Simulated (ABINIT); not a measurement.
# LiHF2 (R-3m): G0W0 in ABINIT against the bands in the self-energy

Wanted: the cheapest bands in the self-energy that holds the gap of LiHF2 (R-3m).

Method: LDA and many-body steps on it, plane waves, in ABINIT 10.8.3.

### 1. The structure

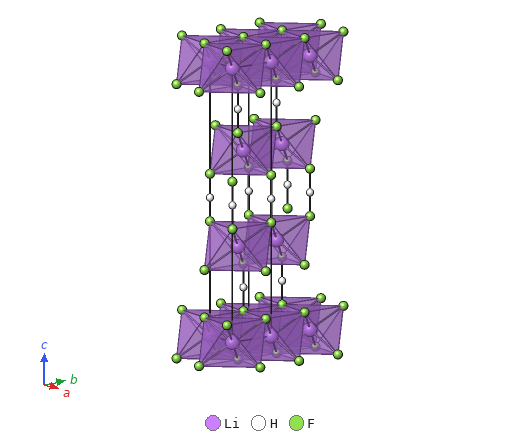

The cell as given, slightly off an axis (lithium purple, hydrogen white, fluorine green). 1×2×1 cells are drawn. This picture shows the conventional cell, with its axes. Some periodic images of atoms are drawn too.

The cell and positions are those that the Materials Project relaxed with its own functionals (PBE, PBE+U or r2SCAN), kept fixed.

### 2. Screening, 4×4×4 mesh, 61 bands, screening to 176.9 eV

This step: ABINIT 10.8.3; RPA screening on LDA, plane waves, norm-conserving pseudopotentials.

The RPA dielectric matrix is built and inverted for each q.

The input, run.abi:

```
acell 3*1.0 Angstrom
rprim 
  1.466983587415 0.846963369091 4.366688724100
  -1.466983587415 0.846963369091 4.366688724100
  0.000000000000 -1.693926738182 4.366688724100
ntypat 3
znucl 3 1 9
natom 4
typat 1 2 3 3
xred 
  0.000000000000 0.000000000000 0.000000000000
  0.500000000000 0.500000000000 0.500000000000
  0.413301880000 0.413301880000 0.413301880000
  0.586698120000 0.586698120000 0.586698120000
pp_dirpath "pseudos"
pseudos "Li.upf, H.upf, F.upf"
ecut 36
ngkpt 4 4 4
nshiftk 1
shiftk 0 0 0
kptopt 1
chksymbreak 0
istwfk *1
occopt 1
irdwfk 1
optdriver 3
nband 61
ecuteps 6.5
inclvkb 2
awtr 1
symchi 1
indata_prefix "in"
outdata_prefix "out"
tmpdata_prefix "tmp"
```

The run is started by

```console
$ OMP_NUM_THREADS=1 mpirun -n 4 abinit run.abi > log
```

The program printed:

```text
.Version 10.8.3 of ABINIT. v10.8.2 released Aug 2026.

 Symmetries : space group R-3 m (#166); Bravais hR (rhombohedral)
[... echo of the input left out ...]
== DATASET  1 ==================================================================
-   mpi_nproc: 4, omp_nthreads: 1 (-1 if OMP is not activated)

--- !DatasetInfo
iteration_state: {dtset: 1, }
dimensions: {natom: 4, nkpt: 13, mband: 61, nsppol: 1, nspinor: 1, nspden: 1, mpw: 2290, }
cutoff_energies: {ecut:  36.0, pawecutdg:  -1.0, }
electrons: {nelect:   1.80000000E+01, charge:   0.00000000E+00, occopt:   1.00000000E+00, tsmear:   1.00000000E-02, }

 SCREENING: Calculation of the susceptibility and dielectric matrices

 Based on a program developped by R.W. Godby, V. Olevano, G. Onida, and L. Reining.
 Incorporated in ABINIT by V. Olevano, G.-M. Rignanese, and M. Torrent.
.Using double precision arithmetic ; gwpc =  8

[... cell and pseudopotentials left out ...]
--------------------------------------------------------------------------------

 ==== K-mesh for the wavefunctions ====
 Number of points in the irreducible wedge :    13
[... list of points left out ...]
 Together with 12 symmetry operations and time-reversal symmetry
 yields    64 points in the full Brillouin Zone.

 ==== Q-mesh for the screening function ====
 Number of points in the irreducible wedge :    13
[... list of points left out ...]
 Together with 12 symmetry operations and time-reversal symmetry
 yields    64 points in the full Brillouin Zone.

 setmesh: FFT mesh size selected  =    36x   36x   36
          total number of points  =        46656

 vcoul_init : cutoff-mode = AUXILIARY_FUNCTION
 q-points for optical limit:   1
     1)      0.000010    0.000020    0.000030

- screening: taking advantage of time-reversal symmetry
- Maximum band index for partially occupied states nbvw = 9
- Remaining bands to be divided among processors   nbcw = 52
- Number of bands treated by each node ~13

 Number of electrons calculated from density =   18.0000; Expected =   18.0000
 average of density, n =  0.081937
 r_s =    1.4283
 omega_plasma =   27.6119 [eV]

 calculating chi0 at frequencies [eV] :
  1    0.000000E+00    0.000000E+00
  2    0.000000E+00    2.761194E+01

--------------------------------------------------------------------------------
  q-point number  1        q = ( 0.000000, 0.000000, 0.000000) [r.l.u.]
--------------------------------------------------------------------------------
[... chi0 elements left out ...]
 For q-point:  0.000010 0.000020 0.000030
  dielectric constant =   1.9030
  dielectric constant without local fields =   2.0114

  Average fulfillment of the sum rule on Im[epsilon] for q-point    1 :     55.00  [%]
[... wings left out ...]
  q-point number  2        q = ( 0.250000, 0.000000, 0.000000) [r.l.u.]
--------------------------------------------------------------------------------
[... chi0 elements left out ...]
  Average fulfillment of the sum rule on Im[epsilon] for q-point    2 :     65.48  [%]

 [... 11 further q-points ...]
```

It took 33 s on 4 MPI ranks of Arm Neoverse V2, shared host; peak memory 1.2 GiB.

This step gave:

- ε∞ with local fields, on this mesh, along the program's q direction: 1.903
- the same without local fields: 2.011
- plasma frequency: 27.61 eV
- plane waves in the screening matrix: 165

Local fields lower ε∞ by 5 %.

### 3. 17 bands

This step: G0W0 on LDA, plane waves, norm-conserving pseudopotentials.

run.abi, as its differences from that of step 2:

```diff
@@ -25,8 +25,17 @@
 irdwfk 1
-optdriver 3
-nband 61
+optdriver 4
+nband 17
+gwcalctyp 0
+ecutsigx 36
+symsigma 1
+nkptgw 2
+kptgw 
+  0.5000000000 0.5000000000 0.5000000000
+  0.0000000000 0.0000000000 0.0000000000
+bdgw 
+  8 11
+  8 11
 ecuteps 6.5
-inclvkb 2
-awtr 1
-symchi 1
+irdscr 1
+ppmodel 1
 indata_prefix "in"
```

The program printed:

```text
.Version 10.8.3 of ABINIT. v10.8.2 released Aug 2026.

 Symmetries : space group R-3 m (#166); Bravais hR (rhombohedral)
[... echo of the input left out ...]
== DATASET  1 ==================================================================
-   mpi_nproc: 4, omp_nthreads: 1 (-1 if OMP is not activated)

--- !DatasetInfo
iteration_state: {dtset: 1, }
dimensions: {natom: 4, nkpt: 13, mband: 17, nsppol: 1, nspinor: 1, nspden: 1, mpw: 2290, }
cutoff_energies: {ecut:  36.0, pawecutdg:  -1.0, }
electrons: {nelect:   1.80000000E+01, charge:   0.00000000E+00, occopt:   1.00000000E+00, tsmear:   1.00000000E-02, }

 SIGMA: Calculation of the GW corrections

 Based on a program developped by R.W. Godby, V. Olevano, G. Onida, and L. Reining.
 Incorporated in ABINIT by V. Olevano, G.-M. Rignanese, and M. Torrent.
.Using double precision arithmetic ; gwpc =  8

[... cell and pseudopotentials left out ...]
--------------------------------------------------------------------------------

 ==== K-mesh for the wavefunctions ====
 Number of points in the irreducible wedge :    13
[... list of points left out ...]
 Together with 12 symmetry operations and time-reversal symmetry
 yields    64 points in the full Brillouin Zone.

 ==== Q-mesh for screening function ====
 Number of points in the irreducible wedge :    13
[... list of points left out ...]
 Together with 12 symmetry operations and time-reversal symmetry
 yields    64 points in the full Brillouin Zone.

 vcoul_init : cutoff-mode = AUXILIARY_FUNCTION
 q-points for optical limit:   1
     1)      0.000010    0.000020    0.000030
 setmesh: FFT mesh size selected  =    48x   48x   48
          total number of points  =       110592

 Number of electrons calculated from density =   18.0000; Expected =   18.0000
 average of density, n =  0.081937
 r_s =    1.4283
 omega_plasma =   27.6119 [eV]

 === KS Band Gaps ===
  >>>> For spin  1
   Minimum direct gap =   8.3056 [eV], located at k-point      :   0.0000  0.0000  0.0000
   Fundamental gap    =   8.1022 [eV], Top of valence bands at :   0.5000  0.5000  0.5000
                                       Bottom of conduction at :   0.0000  0.0000  0.0000
 SIGMA fundamental parameters:
 PLASMON POLE MODEL  1
 number of plane-waves for SigmaX                 2267
 number of plane-waves for SigmaC and W            165
 number of plane-waves for wavefunctions          2267
 number of bands                                    17
 number of independent spin polarizations            1
 number of spinorial components                      1
 number of k-points in IBZ                          13
 number of q-points in IBZ                          13
 number of symmetry operations                      12
 number of k-points in BZ                           64
 number of q-points in BZ                           64
 number of frequencies for dSigma/dE                 9
 frequency step for dSigma/dE [eV]                0.25
 number of omega for Sigma on real axis              0
 max omega for Sigma on real axis  [eV]           0.00
 zcut for avoiding poles [eV]                     0.10

 EPSILON^-1 parameters (SCR file):
 dimension of the eps^-1 matrix on file            165
 dimension of the eps^-1 matrix used               165
 number of plane-waves for wavefunctions          2267
 number of bands                                    61
 number of q-points in IBZ                          13
 number of frequencies                               2
 number of real frequencies                          1
 number of imag frequencies                          1

 matrix elements of self-energy operator (all in [eV])

 Perturbative Calculation

--- !SelfEnergy_ee
iteration_state: {dtset: 1, }
kpoint     : [   0.500,    0.500,    0.500, ]
spin       : 1
KS_gap     :    8.980
QP_gap     :   13.732
Delta_QP_KS:    4.752
data: !SigmaeeData |
     Band     E0 <VxcDFT>   SigX SigC(E0)      Z dSigC/dE  Sig(E)    E-E0       E
        8  -2.764 -22.870 -31.005   5.625   0.836  -0.197 -24.967  -2.097  -4.861
        9  -2.764 -22.870 -31.005   5.625   0.836  -0.197 -24.967  -2.097  -4.861
       10   6.216 -10.500  -5.353  -2.212   0.904  -0.106  -7.845   2.655   8.871
       11   9.482 -12.487  -6.738  -2.356   0.895  -0.117  -9.449   3.039  12.520

--- !SelfEnergy_ee
iteration_state: {dtset: 1, }
kpoint     : [   0.000,    0.000,    0.000, ]
spin       : 1
KS_gap     :    8.306
QP_gap     :   12.939
Delta_QP_KS:    4.634
data: !SigmaeeData |
     Band     E0 <VxcDFT>   SigX SigC(E0)      Z dSigC/dE  Sig(E)    E-E0       E
        8  -2.967 -22.668 -30.855   5.624   0.835  -0.198 -24.808  -2.140  -5.107
        9  -2.967 -22.668 -30.855   5.624   0.835  -0.198 -24.808  -2.140  -5.107
       10   5.338 -11.080  -6.071  -2.248   0.903  -0.108  -8.587   2.494   7.832
       11  10.038  -9.600  -3.792  -2.393   0.909  -0.100  -6.494   3.106  13.144

== END DATASET(S) ==============================================================
================================================================================

 -outvars: echo values of variables after computation  --------
           etotal      0.0000000000E+00
            nband          17
             nkpt          13
          spgroup         166
 [... the other variables as echoed above ...]

 Calculation completed.
```

Wall time 3.1 s (4 MPI ranks); peak memory 0.76 GiB.

This step gave:

```
G0W0 gap on the points computed              : 12.69 eV
starting gap on the mesh                     : 8.102 eV
k of the valence top                         : 0.5, 0.5, 0.5
k of the conduction bottom                   : 0, 0, 0
Z at the valence top                         : 0.836
Z at the conduction bottom                   : 0.903
least direct G0W0 gap on the computed points : 12.94 eV
```

### 4. 22 bands

The self-energy is evaluated for the states that the input lists, and the levels follow from it, in one-shot runs by the linearised quasiparticle equation.

run.abi, as its differences from that of step 3:

```diff
@@ -26,3 +26,3 @@
 optdriver 4
-nband 17
+nband 22
 gwcalctyp 0
```

The program printed:

```text
.Version 10.8.3 of ABINIT. v10.8.2 released Aug 2026.

 Symmetries : space group R-3 m (#166); Bravais hR (rhombohedral)
[... echo of the input left out ...]
== DATASET  1 ==================================================================
-   mpi_nproc: 4, omp_nthreads: 1 (-1 if OMP is not activated)

--- !DatasetInfo
iteration_state: {dtset: 1, }
dimensions: {natom: 4, nkpt: 13, mband: 22, nsppol: 1, nspinor: 1, nspden: 1, mpw: 2290, }
cutoff_energies: {ecut:  36.0, pawecutdg:  -1.0, }
electrons: {nelect:   1.80000000E+01, charge:   0.00000000E+00, occopt:   1.00000000E+00, tsmear:   1.00000000E-02, }

 SIGMA: Calculation of the GW corrections

 Based on a program developped by R.W. Godby, V. Olevano, G. Onida, and L. Reining.
 Incorporated in ABINIT by V. Olevano, G.-M. Rignanese, and M. Torrent.
.Using double precision arithmetic ; gwpc =  8

[... cell and pseudopotentials left out ...]
--------------------------------------------------------------------------------

 ==== K-mesh for the wavefunctions ====
 Number of points in the irreducible wedge :    13
[... list of points left out ...]
 Together with 12 symmetry operations and time-reversal symmetry
 yields    64 points in the full Brillouin Zone.

 ==== Q-mesh for screening function ====
 Number of points in the irreducible wedge :    13
[... list of points left out ...]
 Together with 12 symmetry operations and time-reversal symmetry
 yields    64 points in the full Brillouin Zone.

 vcoul_init : cutoff-mode = AUXILIARY_FUNCTION
 q-points for optical limit:   1
     1)      0.000010    0.000020    0.000030
 setmesh: FFT mesh size selected  =    48x   48x   48
          total number of points  =       110592

 Number of electrons calculated from density =   18.0000; Expected =   18.0000
[...]
number of omega for Sigma on real axis              0
 max omega for Sigma on real axis  [eV]           0.00
 zcut for avoiding poles [eV]                     0.10

 EPSILON^-1 parameters (SCR file):
 dimension of the eps^-1 matrix on file            165
 dimension of the eps^-1 matrix used               165
 number of plane-waves for wavefunctions          2267
 number of bands                                    61
 number of q-points in IBZ                          13
 number of frequencies                               2
 number of real frequencies                          1
 number of imag frequencies                          1

 matrix elements of self-energy operator (all in [eV])

 Perturbative Calculation

--- !SelfEnergy_ee
iteration_state: {dtset: 1, }
kpoint     : [   0.500,    0.500,    0.500, ]
spin       : 1
KS_gap     :    8.980
QP_gap     :   13.667
Delta_QP_KS:    4.686
data: !SigmaeeData |
     Band     E0 <VxcDFT>   SigX SigC(E0)      Z dSigC/dE  Sig(E)    E-E0       E
        8  -2.764 -22.870 -31.005   5.495   0.834  -0.199 -25.072  -2.202  -4.966
        9  -2.764 -22.870 -31.005   5.495   0.834  -0.199 -25.072  -2.202  -4.966
       10   6.216 -10.500  -5.353  -2.391   0.902  -0.109  -8.016   2.484   8.701
[...]
--- !SelfEnergy_ee
iteration_state: {dtset: 1, }
kpoint     : [   0.000,    0.000,    0.000, ]
spin       : 1
KS_gap     :    8.306
QP_gap     :   12.906
Delta_QP_KS:    4.600
data: !SigmaeeData |
     Band     E0 <VxcDFT>   SigX SigC(E0)      Z dSigC/dE  Sig(E)    E-E0       E
[...]
10   5.338 -11.080  -6.071  -2.398   0.901  -0.110  -8.728   2.352   7.690
       11  10.038  -9.600  -3.792  -2.684   0.904  -0.106  -6.775   2.825  12.863

== END DATASET(S) ==============================================================
================================================================================

 -outvars: echo values of variables after computation  --------
           etotal      0.0000000000E+00
            nband          22
             nkpt          13
          spgroup         166
 [... the other variables as echoed above ...]

 Calculation completed.
```

Elapsed: 3.3 s, on 4 MPI ranks; peak memory 0.76 GiB.

Numbers from this step:

```yaml
g0w0_gap_on_the_points_computed: 12.66 eV
starting_gap_on_the_mesh: 8.102 eV
k_of_the_valence_top: 0.5, 0.5, 0.5
k_of_the_conduction_bottom: 0, 0, 0
z_at_the_valence_top: 0.834
z_at_the_conduction_bottom: 0.901
least_direct_g0w0_gap_on_the_computed_points: 12.91 eV
```

The gap on the mesh goes from 8.10 eV to 12.66 eV, a correction of +4.55 eV.

### 5. 39 bands

run.abi, as its differences from that of step 4:

```diff
@@ -26,3 +26,3 @@
 optdriver 4
-nband 22
+nband 39
 gwcalctyp 0
```

The program printed:

```text
.Version 10.8.3 of ABINIT. v10.8.2 released Aug 2026.

 Symmetries : space group R-3 m (#166); Bravais hR (rhombohedral)
[... echo of the input left out ...]
== DATASET  1 ==================================================================
-   mpi_nproc: 4, omp_nthreads: 1 (-1 if OMP is not activated)

--- !DatasetInfo
iteration_state: {dtset: 1, }
dimensions: {natom: 4, nkpt: 13, mband: 39, nsppol: 1, nspinor: 1, nspden: 1, mpw: 2290, }
cutoff_energies: {ecut:  36.0, pawecutdg:  -1.0, }
[...]
Band     E0 <VxcDFT>   SigX SigC(E0)      Z dSigC/dE  Sig(E)    E-E0       E
[...]
10   5.338 -11.080  -6.071  -2.606   0.898  -0.113  -8.921   2.159   7.497
       11  10.038  -9.600  -3.792  -2.985   0.900  -0.111  -7.058   2.542  12.580

== END DATASET(S) ==============================================================
================================================================================

 -outvars: echo values of variables after computation  --------
           etotal      0.0000000000E+00
            nband          39
             nkpt          13
          spgroup         166
 [... the other variables as echoed above ...]

 Calculation completed.
```

The job ended after 3.9 s (4 MPI ranks; peak memory 0.8 GiB).

This step gave:

* G0W0 gap on the points computed: 12.76 eV
* starting gap on the mesh: 8.102 eV
* k of the valence top: 0.5, 0.5, 0.5
* k of the conduction bottom: 0, 0, 0
* least direct G0W0 gap on the computed points: 13.01 eV

Against the run before, the gap moves by +0.107 eV.

### 6. 61 bands

run.abi, as its differences from that of step 5:

```diff
@@ -26,3 +26,3 @@
 optdriver 4
-nband 39
+nband 61
 gwcalctyp 0
```

The program printed:

```text
.Version 10.8.3 of ABINIT. v10.8.2 released Aug 2026.

 Symmetries : space group R-3 m (#166); Bravais hR (rhombohedral)
[... echo of the input left out ...]
== DATASET  1 ==================================================================
-   mpi_nproc: 4, omp_nthreads: 1 (-1 if OMP is not activated)

--- !DatasetInfo
iteration_state: {dtset: 1, }
dimensions: {natom: 4, nkpt: 13, mband: 61, nsppol: 1, nspinor: 1, nspden: 1, mpw: 2290, }
cutoff_energies: {ecut:  36.0, pawecutdg:  -1.0, }
[...]
Band     E0 <VxcDFT>   SigX SigC(E0)      Z dSigC/dE  Sig(E)    E-E0       E
[...]
10   5.338 -11.080  -6.071  -2.694   0.898  -0.114  -9.003   2.078   7.416
       11  10.038  -9.600  -3.792  -3.095   0.899  -0.112  -7.159   2.440  12.479

== END DATASET(S) ==============================================================
================================================================================

 -outvars: echo values of variables after computation  --------
           etotal      0.0000000000E+00
            nband          61
             nkpt          13
          spgroup         166
 [... the other variables as echoed above ...]

 Calculation completed.
```

Wall time 4.8 s (4 MPI ranks); peak memory 0.82 GiB; 19 s of CPU time.

Numbers from this step:

```yaml
g0w0_gap_on_the_points_computed: 12.86 eV
starting_gap_on_the_mesh: 8.102 eV
k_of_the_valence_top: 0.5, 0.5, 0.5
k_of_the_conduction_bottom: 0, 0, 0
least_direct_g0w0_gap_on_the_computed_points: 13.10 eV
```

Against the run before, the gap moves by +0.095 eV.

### 7. The runs together

Times are wall times on 4 MPI ranks of Arm Neoverse V2, shared host, good to a factor of about two. A run's time includes the screening step that it read.

| run | mesh | bands | screening cutoff (eV) | DFT gap (eV) | gap on the mesh (eV) | direct (eV) | ε∞ used | time |
| --- | --- | --- | --- | --- | --- | --- | --- | --- |
| 17 bands | 4×4×4 | 17 | 176.9 | 8.102 | 12.693 | 12.939 | 1.90 | 36 s |
| 22 bands | 4×4×4 | 22 | 176.9 | 8.102 | 12.656 | 12.905 | 1.90 | 37 s |
| 39 bands | 4×4×4 | 39 | 176.9 | 8.102 | 12.763 | 13.009 | 1.90 | 37 s |
| 61 bands | 4×4×4 | 61 | 176.9 | 8.102 | 12.858 | 13.102 | 1.90 | 38 s |

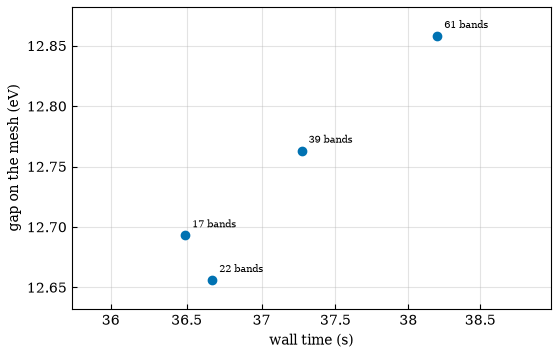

Result against wall time.

### 8. Summary of results

- 17 bands: 12.693 eV
- 22 bands: 12.656 eV
- 39 bands: 12.763 eV
- 61 bands: 12.858 eV
- known limits: not at the basis limit

**Reading.** The setting moved: bands in the self-energy. From 17 bands to 61 bands the gap moves by +0.17 eV, not steadily: it passes through 12.66 eV. The last step still moves it by +0.095 eV. Bands and screening cutoff are coupled, so a series along one setting does not show full convergence. Bands and cutoff are finite, so the gap is not at the basis limit. The miss can reach some tenths of an eV and take either sign; the mesh is an error of its own. In the G0W0 runs levels were corrected at 2 k points alone, so a gap called «on the mesh» is the least over those, and an edge elsewhere would be missed.

[Paths, hosts, dates, memory and timing lines, banners, echoed tables and standing remarks are left out of the program output.]

[Logs are printed without paths, hosts, clocks, repeated set-up lines and the standing remarks that a program may print on its own settings, such as how far it seeks lower states.]

[Runs of the session that timed out or met a known fault of the program may be left out.]

[Hosts, paths, dates, database ids (printed as entryN), source tags and the programs' standing remarks are cut or masked in the printed files.]

[G0W0 gaps are taken among the corrected bands and points alone; a level outside them can change the order at an edge.]

[Where Ansatz stands beside ABINIT at settings called matched, ABINIT's density can come from a denser mesh and the files from another edition; pairs whose starting gaps differed by over 0.03 eV were left out, so agreement reads better than it is.]
